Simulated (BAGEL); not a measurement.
**C2HF3O2 (SMILES O=C(O)C(F)(F)F) at HF/6-31G(d) (density fitting with cc-pvqz-jkfit, spherical functions)**

What is the vertical singlet–triplet gap of C2HF3O2 at HF/6-31G* (density fitting with cc-pvqz-jkfit, spherical functions)? 

The calculation is run with BAGEL 1.2.2.

2 further runs of the same task are left out: 2 set aside as unsound or not needed. Runs told in other sessions of the task aren't counted.

## (1) Starting point

The species is C2HF3O2 (8 atoms), meant as a singlet with charge 0. SMILES: `O=C(O)C(F)(F)F`. Geometry: relaxed at PBE0-D4/def2-TZVP. This is one conformer, not always the lowest.

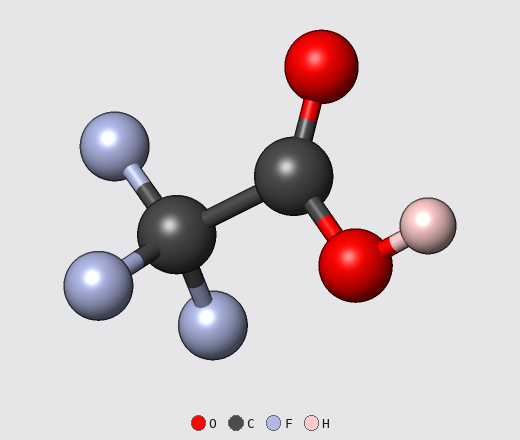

The structure, seen from a chosen angle (oxygen red, carbon dark grey, fluorine light blue, hydrogen pink).

## (2) The energy at HF/6-31G(d) (density fitting with cc-pvqz-jkfit, spherical functions)

input.json

```json
{ "bagel": [

{
  "title": "molecule",
  "basis": "6-31gs.json",
  "df_basis": "cc-pvqz-jkfit",
  "angstrom": "true",
  "geometry": [
    { "atom": "O", "xyz": [       1.701390,      -0.309410,       0.229740 ] },
    { "atom": "C", "xyz": [       0.511460,      -0.349980,       0.214300 ] },
    { "atom": "O", "xyz": [      -0.253260,      -1.304740,       0.729890 ] },
    { "atom": "C", "xyz": [      -0.371350,       0.741370,      -0.431300 ] },
    { "atom": "F", "xyz": [       0.382180,       1.695120,      -0.946090 ] },
    { "atom": "F", "xyz": [      -1.180850,       1.279960,       0.479630 ] },
    { "atom": "F", "xyz": [      -1.119800,       0.216820,      -1.400730 ] },
    { "atom": "H", "xyz": [       0.330230,      -1.969150,       1.124540 ] }
  ]
},

{ "title": "hf" },

{ "title": "print", "file": "orbitals.molden", "orbitals": "true" }

]}
```

The basis set 6-31G* is read from a file made from the Basis Set Exchange's data (not shown).

Started as:

```bash
$ BAGEL_NUM_THREADS=1 BAGEL input.json > input.out
```

The log of the run:

```text
* using 1 threads per process

  ===============================================================
  ===============================================================

  *** Geometry ***

  { "atom" : "O", "xyz" : [      3.215161,     -0.584700,      0.434146 ] },
  { "atom" : "C", "xyz" : [      0.966519,     -0.661366,      0.404968 ] },
  { "atom" : "O", "xyz" : [     -0.478592,     -2.465601,      1.379292 ] },
  { "atom" : "C", "xyz" : [     -0.701750,      1.400986,     -0.815039 ] },
  { "atom" : "F", "xyz" : [      0.722216,      3.203313,     -1.787851 ] },
  { "atom" : "F", "xyz" : [     -2.231483,      2.418774,      0.906369 ] },
  { "atom" : "F", "xyz" : [     -2.116115,      0.409730,     -2.646996 ] },
  { "atom" : "H", "xyz" : [      0.624044,     -3.721154,      2.125073 ] },

  Number of auxiliary basis functions:      793

  Since a DF basis is specified, we compute 2- and 3-index integrals:
    o Being stored without compression. Storage requirement is 0.063 GB

  Number of basis functions:      100
  Number of electrons      :       56

    * METHOD: MOLECULE                             0.71

  *** RHF ***

  === Nuclear Repulsion ===
   338.0997957664

      * DIIS with orbital gradients will be used.

  === RHF iteration (6-31gs.json) ===
      0       -523.92049337          0.02646723           0.21
      1       -524.15760214          0.01992894           0.18
      2       -524.36465372          0.00178050           0.22
      3       -524.36729593          0.00100364           0.21
      4       -524.36808597          0.00020573           0.22
      5       -524.36816303          0.00010244           0.22
      6       -524.36818351          0.00004040           0.22
      7       -524.36818742          0.00001053           0.22
      8       -524.36818757          0.00000437           0.22
      9       -524.36818759          0.00000183           0.22
     10       -524.36818759          0.00000060           0.22
     11       -524.36818759          0.00000020           0.22
     12       -524.36818759          0.00000006           0.21
     13       -524.36818759          0.00000002           0.22
     14       -524.36818759          0.00000001           0.22
    * SCF iteration converged.

    * Permanent dipole moment:
           (    0.134739,     0.756861,    -0.423728) a.u.

    * METHOD: HF                                   3.59

    * METHOD: PRINT                                0.02

  ===============================================================
```

Run time: 4.5 s. Hardware: 1 thread of Arm Neoverse V2, shared host; peak memory 0.21 GiB.

## (3) The triplet

hf.json

```json
{ "bagel" : [

{
  "title" : "molecule",
  "basis" : "6-31gs.json",
  "df_basis" : "cc-pvqz-jkfit",
  "angstrom" : true,
  "geometry" : [
    { "atom" : "O", "xyz" : [       1.701390,      -0.309410,       0.229740 ] },
    { "atom" : "C", "xyz" : [       0.511460,      -0.349980,       0.214300 ] },
    { "atom" : "O", "xyz" : [      -0.253260,      -1.304740,       0.729890 ] },
    { "atom" : "C", "xyz" : [      -0.371350,       0.741370,      -0.431300 ] },
    { "atom" : "F", "xyz" : [       0.382180,       1.695120,      -0.946090 ] },
    { "atom" : "F", "xyz" : [      -1.180850,       1.279960,       0.479630 ] },
    { "atom" : "F", "xyz" : [      -1.119800,       0.216820,      -1.400730 ] },
    { "atom" : "H", "xyz" : [       0.330230,      -1.969150,       1.124540 ] }
  ]
},

{ "title" : "uhf", "nopen" : 2 },

{ "title" : "print", "file" : "orbitals.molden", "orbitals" : true }

]}
```

The basis set 6-31G* is read from a file made from the Basis Set Exchange's data (not shown).

Started as:

```bash
$ BAGEL_NUM_THREADS=1 BAGEL hf.json > hf.out
```

The log of the run:

```text
* using 1 threads per process

  ===============================================================
  ===============================================================

  *** Geometry ***

  { "atom" : "O", "xyz" : [      3.215161,     -0.584700,      0.434146 ] },
  { "atom" : "C", "xyz" : [      0.966519,     -0.661366,      0.404968 ] },
  { "atom" : "O", "xyz" : [     -0.478592,     -2.465601,      1.379292 ] },
  { "atom" : "C", "xyz" : [     -0.701750,      1.400986,     -0.815039 ] },
  { "atom" : "F", "xyz" : [      0.722216,      3.203313,     -1.787851 ] },
  { "atom" : "F", "xyz" : [     -2.231483,      2.418774,      0.906369 ] },
  { "atom" : "F", "xyz" : [     -2.116115,      0.409730,     -2.646996 ] },
  { "atom" : "H", "xyz" : [      0.624044,     -3.721154,      2.125073 ] },

  Number of auxiliary basis functions:      793

  Since a DF basis is specified, we compute 2- and 3-index integrals:
    o Being stored without compression. Storage requirement is 0.063 GB

  Number of basis functions:      100
  Number of electrons      :       56

    * METHOD: MOLECULE                             0.73

  *** Open-shell HF ***

  === Nuclear Repulsion ===
   338.0997957664

      * DIIS with orbital gradients will be used.

  === UHF iteration (6-31gs.json) ===
      0       -523.70850982          0.04888886           0.47
      1       -523.95894699          0.03794159           0.46
      2       -524.08513185          0.02488134           0.46
      3       -524.18469377          0.00334826           0.46
      4       -524.19789051          0.00202852           0.46
      5       -524.20317048          0.00093924           0.46
      6       -524.20468076          0.00047341           0.46
      7       -524.20505328          0.00033330           0.46
      8       -524.20526548          0.00022396           0.46
      9       -524.20540340          0.00009922           0.43
     10       -524.20542516          0.00004551           0.45
     11       -524.20543065          0.00001638           0.46
     12       -524.20543229          0.00000618           0.47
     13       -524.20543262          0.00000382           0.46
     14       -524.20543276          0.00000216           0.46
     15       -524.20543280          0.00000123           0.46
     16       -524.20543280          0.00000063           0.47
     17       -524.20543280          0.00000038           0.46
     18       -524.20543280          0.00000027           0.47
     19       -524.20543280          0.00000018           0.46
     20       -524.20543280          0.00000011           0.46
     21       -524.20543280          0.00000005           0.46
     22       -524.20543280          0.00000003           0.46
     23       -524.20543280          0.00000001           0.46
     24       -524.20543280          0.00000001           0.46
    * SCF iteration converged.

    * S^2 (UHF) is 2.0150

    * Permanent dipole moment:
           (   -0.676561,     0.788080,    -0.467653) a.u.

    * METHOD: UHF                                 11.86

    * METHOD: PRINT                                0.02

  ===============================================================
```

Run time: 13 s. Hardware: 1 thread of Arm Neoverse V2, shared host; peak memory 0.21 GiB.

## (4) Results

Level: HF/6-31G* (density fitting with cc-pvqz-jkfit, spherical functions).

```
                                        quantity          value
                           singlet: total energy  -524.36819 Eh
                          singlet: dipole moment         2.23 D
                            singlet: HOMO energy      -13.52 eV
                            singlet: LUMO energy        3.73 eV
                          singlet: HOMO–LUMO gap       17.25 eV
                           triplet: total energy  -524.20543 Eh
                          triplet: dipole moment         2.90 D
                                   triplet: ⟨S²⟩          2.015
vertical energy of the triplet above the singlet       4.429 eV
```

**Reading.** At this shape the triplet lies 4.43 eV (102 kcal/mol) above the singlet.
